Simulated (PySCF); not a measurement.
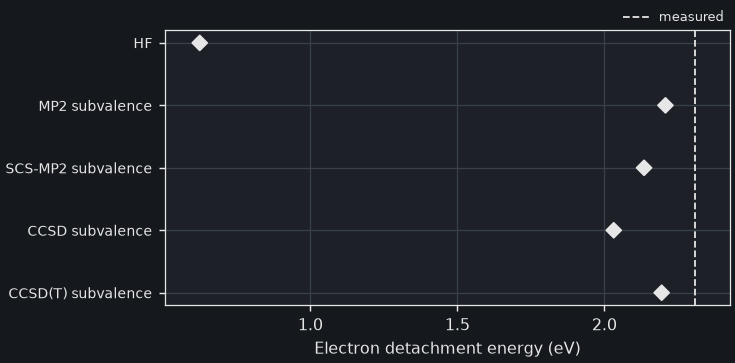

The electron detachment energy of Au⁻ ([Xe] 4f¹⁴ 5d¹⁰ 6s² → [Xe] 4f¹⁴ 5d¹⁰ 6s) across levels of theory. PySCF, aug-cc-pwCVDZ-PP with a 60-electron core potential, unrestricted single determinants, no spin-orbit coupling. Methods marked “subvalence” freeze no core electrons.

Summarise the spread and list the values.

The values run from 0.62 eV (HF) to 2.21 eV (MP2 subvalence). The measured value is 2.31 eV; nearest to it come MP2 subvalence (−0.10) and CCSD(T) subvalence (−0.11), furthest HF (−1.69 eV).

```
            Method  Electron detachment energy (eV)
                HF                             0.62
    MP2 subvalence                             2.21
SCS-MP2 subvalence                             2.13
   CCSD subvalence                             2.03
CCSD(T) subvalence                             2.19
```

Known limits: large single amplitudes.
